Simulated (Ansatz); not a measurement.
Cl$_{2}$H$_{3}$NSi···HF

```xyz
9

Si   -0.8128    0.4884   -0.4594
N     0.6505    0.2407    0.4228
Cl   -0.4498   -0.1186   -2.3616
Cl   -1.3978    2.4473   -0.4879
H    -1.8938   -0.2950    0.1545
H     0.8485   -1.4790    0.6196
F     0.9117   -2.4134    0.7639
H     0.6466    0.5703    1.3812
H     1.4971    0.5594   -0.0330
```

The reactant side of a reaction path; geometry: PBE0-D4/def2-TZVP; a saddle point, not a minimum.

Theory: RKS PBE0-D4/def2-TZVPP in Ansatz 0.2.0.

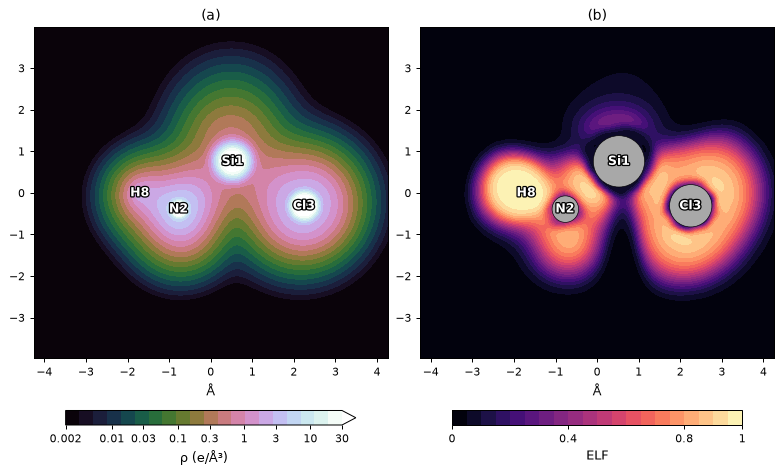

Figure 1. (a) electron density; (b) ELF on the plane of atoms N2, Si1 and Cl3. Grey discs cover the atomic cores in the ELF map.

What do the fields say about this system?

Answer.
- The plane passes through Si, N, Cl and H nuclei.
- Si–N (1.73 Å): ρ at the midpoint is about 1.1 e/Å³; the ELF peaks at about 0.90 between the atoms; a shared but strongly polarised pair.
- Si–Cl (2.03 Å): the density is about 0.96 e/Å³ at the midpoint; the ELF peaks at about 0.90 between the atoms: a polar covalent bond.
- N–H (1.01 Å): ρ at the midpoint is about 2.9 e/Å³; the ELF climbs to about 1 towards the hydrogen, as it does in any bond to H (an ordinary covalent bond to hydrogen).
- The ELF also peaks beside Cl3, away from the bonds: lone-pair regions.

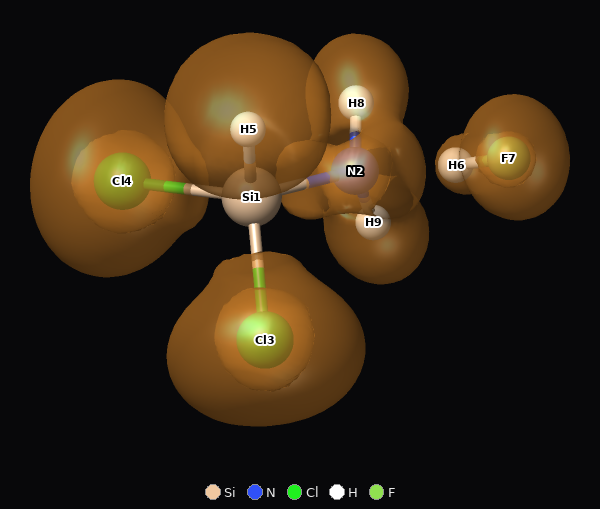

Figure 2. Isosurface of the ELF at 0.75 (orange), seen at an oblique angle. Only the valence region is drawn (cores and ρ < 0.01 e/Å³ removed).

What do the ELF domains correspond to?

Answer. At this value the surface marks out one region around a hydrogen nucleus, two regions on Cl in which the atom's valence shell and bonds are merged, one joined region spread over several atoms (F, H), in which their bonds and any lone pairs are merged and one joined region spread over several atoms (H, N), in which their bonds and any lone pairs are merged. Along the contacts the grid gives the following. N2···H6 (1.74 Å): the ELF dips to about 0.30 between them (a closed-shell contact with the geometry of a hydrogen bond).

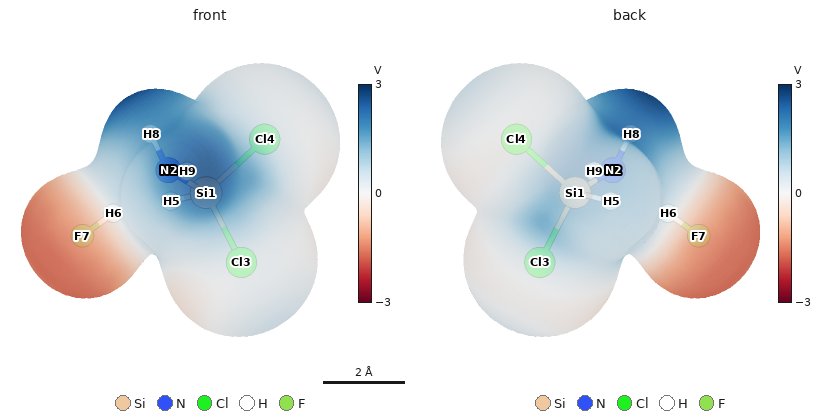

Figure 3. The electrostatic potential painted on the density surface at 0.002 e/bohr³, seen from the front and from behind; red is negative and blue positive.

Describe the electrostatic potential map.

Answer. The most negative region (about −1.7 V) lies over F7, the most positive (about +2.7 V) over H8 and H9. Cl3 shows a σ-hole: about +0.5 V at the tip opposite its bond, against about 0.0 V on its flanks.
